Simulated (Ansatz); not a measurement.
A series of calculations on BH$_{2}$Cl$_{2}$F

**1. Relaxation**

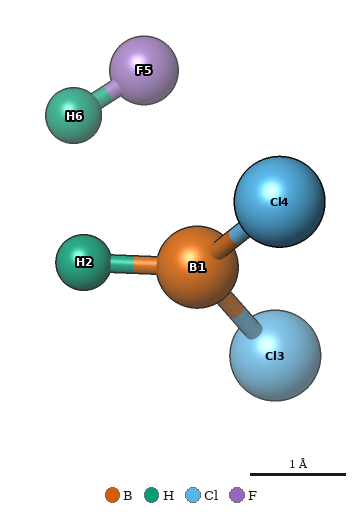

Starting structure of BH2Cl2F. Style: ball-and-stick. Shown from a free direction.

The run prepares an end point of a later path (reaction) calculation, from a guessed geometry.

The calculation used RKS PBE0-D4/def2-SVP (Ansatz).

Input
```yaml
crystal:
  periodic: [false, false, false]
  atoms:
    - { symbol: B, position_ang: [-0.003696, 0.239124, -0.063164] }
    - { symbol: H, position_ang: [-0.000783, 0.400822, 1.122059] }
    - { symbol: Cl, position_ang: [1.508691, 0.244885, -0.922413] }
    - { symbol: Cl, position_ang: [-1.517494, 0.204456, -0.913379] }
    - { symbol: F, position_ang: [0.049243, -2.081997, 0.917042] }
    - { symbol: H, position_ang: [0.069939, -1.409889, 1.550254] }
basis:
  gaussian: { orbitals: def2-SVP }
hamiltonian:
  xc: pbe0
  dispersion: d4
relax:
  f_tol: 0.03
  max_steps: 50
```

Launched with:
```bash
ansatz run input.yaml --threads 1 --pin off --max-ram 2048MiB --backend cpu --events-out ev --progress --plain --runs-dir out
```

### Predict the outcome.

H6 moves most after the best rigid fit: 0.42 Å. Largest moves by element: H 0.42 Å, F 0.11 Å, B 0.09 Å, Cl 0.04 Å. Near-neighbour distances that change, for instance: B1–H2 1.196 → 1.202 Å. Over 8 accepted moves (12 points after the start) the energy falls by 0.54 kcal/mol. Largest force component: 0.31 eV/Å at the start, 0.0063 eV/Å at the end. The line search rejected the trial steps at points 1, 3, 8, 10 of the run.

The structure at the end:

```xyz
6

B    -0.0040    0.3207   -0.0916
H    -0.0051    0.6333    1.0687
Cl    1.5085    0.2341   -0.9535
Cl   -1.5180    0.1817   -0.9432
F     0.0405   -1.9962    0.8571
H     0.0840   -1.7762    1.7529
```

The end point in the same view:

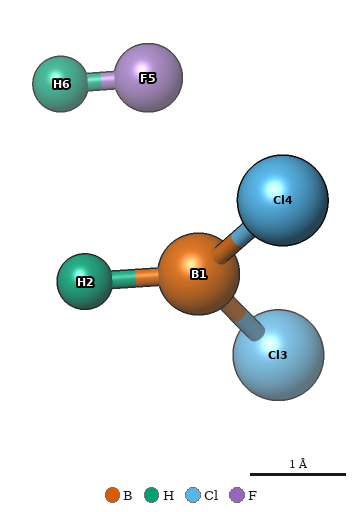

**2. Relaxation**

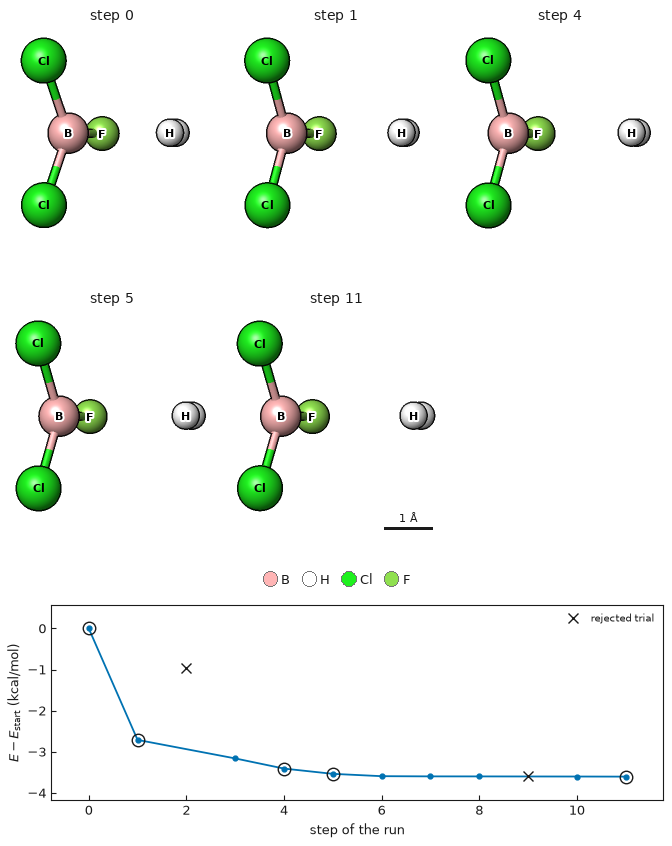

Frames of a relaxation of BH₂Cl₂F, marked on the history of the run. Style: ball-and-stick. Shown face on.

The run prepares an end point of a later path (reaction) calculation, from a guessed geometry.

The calculation used RKS PBE0-D4/def2-SVP in Ansatz 0.2.0.

Input
```yaml
crystal:
  periodic: [false, false, false]
  atoms:
    - { symbol: B, position_ang: [0.018739, -0.572348, -0.437971] }
    - { symbol: H, position_ang: [0.01007, 0.145859, 1.848386] }
    - { symbol: Cl, position_ang: [1.527566, 0.205567, -0.835746] }
    - { symbol: Cl, position_ang: [-1.511257, 0.166796, -0.828481] }
    - { symbol: F, position_ang: [0.035387, -1.776979, 0.093612] }
    - { symbol: H, position_ang: [0.025395, -0.571495, 1.8506] }
basis:
  gaussian: { orbitals: def2-SVP }
hamiltonian:
  xc: pbe0
  dispersion: d4
relax:
  f_tol: 0.03
  max_steps: 50
output:
  orbitals: {}
```

Command:
```bash
ansatz run input.yaml --threads 1 --pin off --max-ram 2048MiB --backend cpu --events-out ev --progress --plain --runs-dir out
```

Question: What happens along the run?

Answer: H6 moves most after the best rigid fit: 0.48 Å. Largest moves by element: H 0.48 Å, F 0.31 Å, B 0.26 Å, Cl 0.18 Å. Among the contacts that change: H2–H6 0.718 → 0.761 Å, B1–F5 1.317 → 1.311 Å. After 9 accepted moves (11 points after the start) the energy has fallen by 3.60 kcal/mol. The largest force component goes from 1.8 to 0.0014 eV/Å. The line search rejected the trial steps at points 2, 9 of the run. From step 0 to 1: H2 moves most (0.20 Å), energy −2.71 kcal/mol. From step 1 to 4: H6 moves most (0.16 Å), energy −0.70 kcal/mol. From step 4 to 5: H6 moves most (0.06 Å), energy −0.13 kcal/mol. From step 5 to 11: H6 moves most (0.12 Å), energy −0.07 kcal/mol.

```csv
step,"E − E(0), kcal/mol","largest force component, eV/Å",note
0,0.00,1.7738,
1,-2.71,0.3028,
2,-0.96,1.1100,rejected
3,-3.16,0.1850,
4,-3.41,0.3280,
5,-3.54,0.1195,
6,-3.59,0.0969,
7,-3.60,0.1073,
8,-3.60,0.1065,
9,-3.60,0.1212,rejected
10,-3.60,0.0729,
11,-3.60,0.0014,
```

**3. Path**

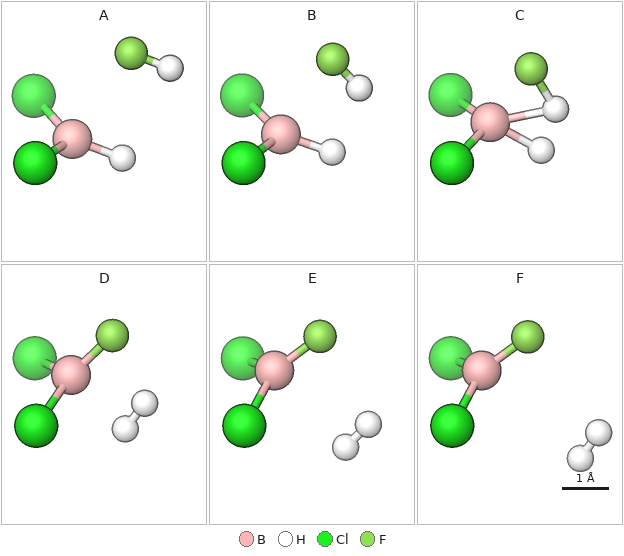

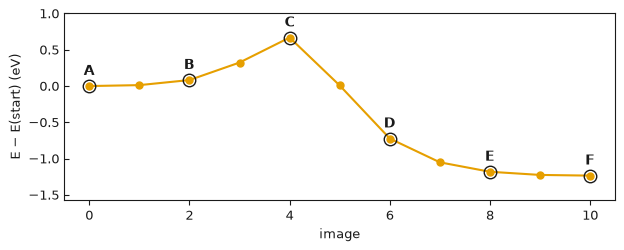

A search for the minimum-energy path of BH2Cl2F, made up at the start of BHCl$_{2}$ and HF by the nudged elastic band. Images are numbered from 0 (start) to 10 (end). Frames A to F are images 0, 2, 4, 6, 8, 10. A ball-and-stick model, seen from a free direction.

All numbers below come from Ansatz, RKS PBE0-D4/def2-SVP. Run with 9 movable images; climbing image; force threshold 0.05 eV/Å; iteration limit 60; starting path through a guess of the saddle point.

Q: Read off the barrier and say what moves.

A: Forward barrier 0.67 eV, backward barrier 1.90 eV, with image 4 at the top; the reaction energy is −1.23 eV. Breaking: B–H (1.20 → 3.10 Å), F–H (0.92 → 2.87 Å). Forming: B–F (2.50 → 1.31 Å), H–H (2.51 → 0.76 Å). The band converged in 27 iterations. The largest component of the band force went from 4.9 to 0.05 eV/Å. The climbing image converged on the top of the path. Its vibrational analysis gives one imaginary mode (1155i cm⁻¹), as a transition state must have.

Limits of the set-up: the start holds two separate molecules, 2.5 Å apart at their closest, whose relative position is a soft coordinate.

Cost: 9.7 min on 1 thread of Arm Neoverse V2, with other jobs on the host, peak memory 0.14 GiB.
